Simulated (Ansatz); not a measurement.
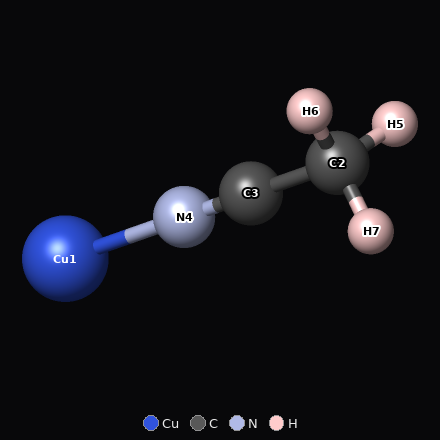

The system is C2H3CuN, charge +1; the picture shows the reference structure. The turn is about an axis along (−0.14, 0.99, 0.05) in the frame of the relaxed pair, normal to the line between the partners. The first coordinate is: distance N4···Cu1; the second: turn of Cu1 about N4. The scan uses a 15 × 15 grid. All energies are given in kJ/mol relative to the lowest grid point. Computed with RHF/def2-SVPD in Ansatz.

Its coordinates:

```yaml
atoms:
  - { symbol: Cu, position_ang: [-1.0841, 0.0022, -3.3513] }
  - { symbol: C, position_ang: [0.3346, -0.0006, 1.0331] }
  - { symbol: C, position_ang: [-0.1173, 0.0002, -0.3601] }
  - { symbol: N, position_ang: [-0.4665, 0.0008, -1.4367] }
  - { symbol: H, position_ang: [1.1331, -0.7309, 1.1478] }
  - { symbol: H, position_ang: [0.7015, 0.9913, 1.2888] }
  - { symbol: H, position_ang: [-0.5015, -0.2630, 1.6783] }
```

Range: distance N4···Cu1 from 1.690 to 3.690 Å; turn of Cu1 about N4 from −60.0 to 60.0°.

Question: Predict the map.

Answer: The lowest grid point is at distance N4···Cu1 = 2.036 Å, turn of Cu1 about N4 = 0.0°. It is the only kind of minimum in the scanned range. The highest grid point, distance N4···Cu1 = 3.690 Å, turn of Cu1 about N4 = 60.0°, lies 138 kJ/mol above the lowest. Round the minimum the two coordinates are nearly uncoupled.

| turn of Cu1 about N4 ↓, distance N4···Cu1 → | 1.690 | 1.740 | 1.821 | 1.921 | 2.036 | 2.163 | 2.301 | 2.448 | 2.604 | 2.767 | 2.939 | 3.117 | 3.302 | 3.493 | 3.690 |
| --- | --- | --- | --- | --- | --- | --- | --- | --- | --- | --- | --- | --- | --- | --- | --- |
| 60.0 | 120 | 94 | 66 | 46 | 39 | 41 | 49 | 61 | 74 | 88 | 100 | 111 | 121 | 130 | 138 |
| 51.4 | 107 | 81 | 53 | 35 | 29 | 32 | 41 | 54 | 68 | 82 | 95 | 106 | 117 | 126 | 134 |
| 42.9 | 95 | 70 | 43 | 26 | 20 | 24 | 34 | 48 | 62 | 76 | 90 | 102 | 113 | 122 | 130 |
| 34.3 | 86 | 61 | 34 | 18 | 13 | 18 | 28 | 42 | 57 | 72 | 86 | 98 | 109 | 119 | 127 |
| 25.7 | 78 | 53 | 27 | 12 | 7 | 13 | 24 | 38 | 54 | 69 | 83 | 95 | 107 | 116 | 125 |
| 17.1 | 72 | 48 | 22 | 7 | 3 | 9 | 21 | 35 | 51 | 66 | 81 | 93 | 105 | 115 | 123 |
| 8.6 | 69 | 45 | 19 | 4 | 1 | 7 | 18 | 33 | 49 | 65 | 79 | 92 | 103 | 113 | 122 |
| 0.0 | 68 | 44 | 18 | 3 | 0 | 6 | 18 | 33 | 49 | 64 | 79 | 92 | 103 | 113 | 122 |
| −8.6 | 69 | 45 | 19 | 4 | 1 | 7 | 18 | 33 | 49 | 65 | 79 | 92 | 104 | 113 | 122 |
| −17.1 | 72 | 48 | 22 | 7 | 3 | 9 | 21 | 35 | 51 | 66 | 81 | 93 | 105 | 115 | 123 |
| −25.7 | 78 | 54 | 28 | 12 | 8 | 13 | 24 | 38 | 54 | 69 | 83 | 95 | 107 | 116 | 125 |
| −34.3 | 86 | 61 | 34 | 18 | 13 | 18 | 29 | 42 | 57 | 72 | 86 | 98 | 109 | 119 | 127 |
| −42.9 | 95 | 70 | 43 | 26 | 20 | 24 | 34 | 48 | 62 | 76 | 90 | 102 | 113 | 122 | 130 |
| −51.4 | 107 | 81 | 53 | 35 | 29 | 32 | 41 | 54 | 68 | 82 | 95 | 106 | 117 | 126 | 134 |
| −60.0 | 120 | 94 | 66 | 46 | 39 | 41 | 49 | 61 | 74 | 88 | 100 | 111 | 121 | 130 | 138 |

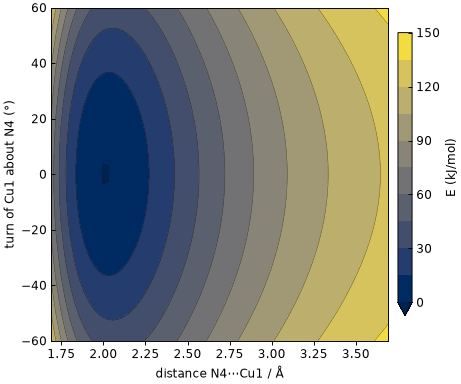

The picture shows filled contours. Between grid points the surface is interpolated.

Each point was launched as `ansatz run input.yaml --threads 1 --pin off --max-ram 2560MiB --backend cpu --events-out ev --progress --plain --runs-dir out`. Time for the 225 points that were run: 20 min on 1 thread of Arm Neoverse N1 (shared host).
